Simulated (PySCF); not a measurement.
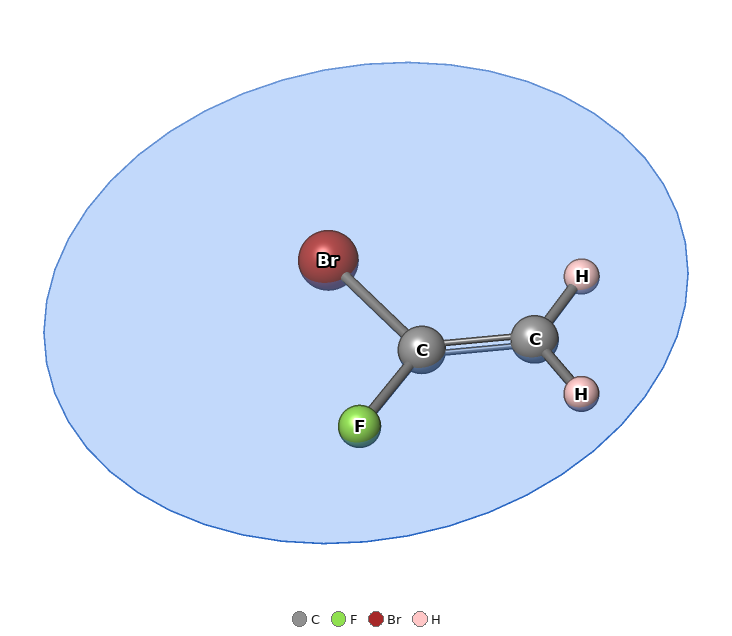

All proper rotation axes (lines) and mirror planes (discs) of the structure are drawn in. Atoms fade into the background with distance from the viewer. The computed structure is the end point of a GFN2-xTB optimisation. No frequency run is at hand to confirm it as a minimum.

**Name the symmetry elements and the point group.**

It has 1 mirror plane. Point group Cs. The group has 2 operations. The geometry is achiral, and symmetry allows a dipole moment.
